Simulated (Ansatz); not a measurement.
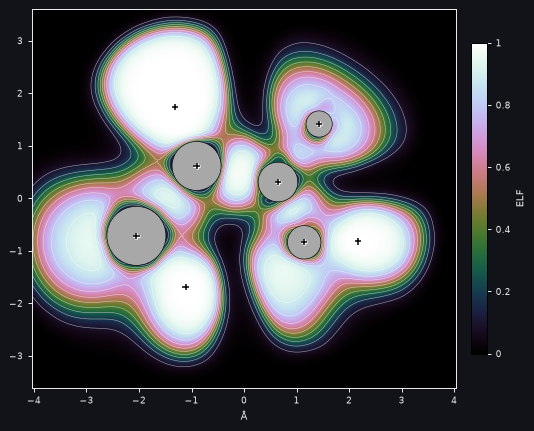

The ELF on a plane through atoms (crosses mark nuclei in the plane; grey discs cover the cores).

Method: Ansatz, RKS PBE0-D4/def2-TZVPP.

Candidates:
A. CH7BSi2 (SMILES [SiH3]C1B[SiH2]1)
B. CH3BFNS (SMILES N=C(F)BS)
C. CH5BOSn (SMILES [BH]1C[O][SnH2]1)

### Which system is this?

Candidate B: CH3BFNS on the molecular plane, which holds N, C, F, B, S and H. C–N (1.25 Å): the ELF peaks at about 0.90 between the atoms; a multiple bond. C–F (1.35 Å): the ELF peaks at about 0.85 between the atoms; a shared but strongly polarised pair.
